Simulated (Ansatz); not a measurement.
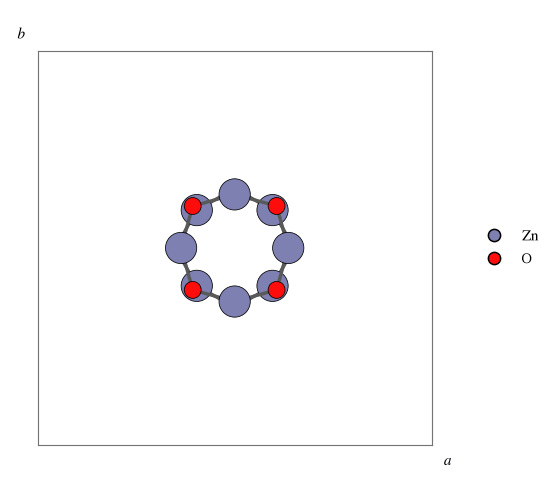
Figure. 1 relaxed period of a body that repeats along c, seen along c; the cell edge a is 15.5 Å long

Computed with PBE (plane waves to 420 eV, PAW; Ansatz, a quantum-chemistry and plane-wave program). Mesh 1×1×6. No spin polarisation. One-dimensional cell, images about 11 Å apart. A model structure. Only distortions within the start's symmetry and period were free.

Question: What is drawn, and how wide is it?

Answer: One answer among several that fit: (4,0) ZnO nanotube. A hypothetical model, rolled from the flat sheet.
It measures about 5 Å across, from nucleus to nucleus.
